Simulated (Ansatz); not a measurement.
# SnTe (SMILES [Sn][Te]): revPBE/STO-3G

Aim: the electronic atomisation energy of SnTe at revPBE/STO-3G, from 3 runs. 

The calculation is run with Ansatz 0.2.0.

45 further runs of the same task are left out: 16 that didn't finish, 29 set aside as unsound or not needed.

### 1 The system as given

The species is SnTe (2 atoms), meant as a singlet with charge 0. As SMILES, `[Sn][Te]`. Geometry: relaxed at PBE0-D4/def2-TZVP.

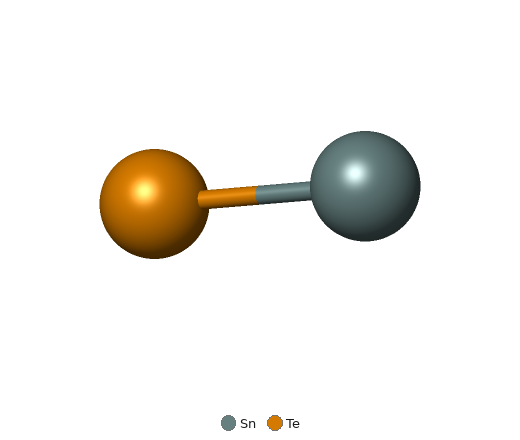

The structure, seen from a chosen angle (tin teal, tellurium orange).

### 2 A single-point energy at revPBE/STO-3G

job.yaml reads:

```yaml
crystal:
  periodic: [false, false, false]
  atoms:
    - {symbol: Sn, position_ang: [0.000000, 0.000000, 0.009440]}
    - {symbol: Te, position_ang: [-0.000000, -0.000000, 2.527330]}
basis:
  gaussian: {orbitals: STO-3G}
hamiltonian: {xc: {name: revPBE}}
accuracy: high
```

Launch:

```sh
$ ansatz run job.yaml --threads 1 --pin off --max-ram 3480MiB --events-out events.jsonl --progress --plain --runs-dir runs
```

Standard output:

```text
Warning: RAYON_NUM_THREADS=1 ignored (pool sized by the plan → 1); use --threads N
Functional definition: revPBE
  name "revPBE"
  parameter kappa = 1.245
  parameter beta = 0.06672455060314922
  exchange = pbe_x(kappa = kappa, mu = beta*pi^2/3)
  correlation = pbe_c(beta = beta)
827 factors; integrals over basis functions are off by at most 4.7e-9 eV
mean field evaluation 1: about -340517.1487 eV, gradient 1.9e1 eV
mean field evaluation 2: about -340469.9206 eV, gradient 7.3e1 eV
mean field evaluation 4: about -340520.2417 eV, gradient 4.2e0 eV
mean field evaluation 8: about -340520.3484 eV, gradient 6.9e-2 eV
mean field evaluation 16: about -340520.3484 eV, gradient 4.4e-7 eV
mean field -340520.34844566 eV, -12513.8919923957 hartree, gradient 5.7e-8 eV, S^2 0.000000; 0 other end points of the search recorded, 0 dependent functions left out
reference -340520.34844792 eV, -12513.8919924790 hartree; 51, 51 occupied and 3, 3 virtual orbitals, 827 factors
Total energy: -340520.34844792 eV, -12513.8919924790 hartree
```

Run time: 2.1 s. Hardware: 1 thread of AMD EPYC 9R14 (Zen 4), shared host; peak memory 0.13 GiB.

### 3 The Sn atom at the same level

molecule.yaml reads:

```yaml
basis:
  gaussian:
    orbitals: STO-3G
crystal:
  periodic: [false, false, false]
  atoms:
    - symbol: Sn
      position_ang: [0.000000, 0.000000, 0.000000]
magnetization:
  spin_polarized: true
  initial_magnetization: 2
hamiltonian:
  xc: {name: revPBE}
accuracy: high
```

Run the same way, it converges to -5964.83575 Eh (log not shown).

### 4 The Te atom

run.yaml reads:

```yaml
basis:
  gaussian: {orbitals: STO-3G}
crystal:
  periodic: [false, false, false]
  atoms:
    - {symbol: Te, position_ang: [0.000000, 0.000000, 0.000000]}
accuracy: high
hamiltonian: {xc: {name: revPBE}}
magnetization: {spin_polarized: true, initial_magnetization: 2}
```

Run the same way, it converges to -6548.82886 Eh (log not shown).

### 5 Results

Level: revPBE/STO-3G.

| quantity | value |
| --- | --- |
| molecule: total energy | -12513.89199 Eh |
| Sn atom: total energy | -5964.83575 Eh |
| Sn atom: ⟨S²⟩ | 2.000 |
| Te atom: total energy | -6548.82886 Eh |
| Te atom: ⟨S²⟩ | 2.000 |
| electronic atomisation energy | 6.187 eV |

Taking the molecule apart into free atoms costs 6.19 eV (597 kJ/mol), before zero-point energy and without spin-orbit coupling. In a minimal basis such a difference can be off by several eV, whatever the method. Relativity is left out (molecule) although the molecule holds a heavy atom. Relativity is left out (Sn atom) although the molecule holds a heavy atom. Relativity is left out (Te atom) although the molecule holds a heavy atom.
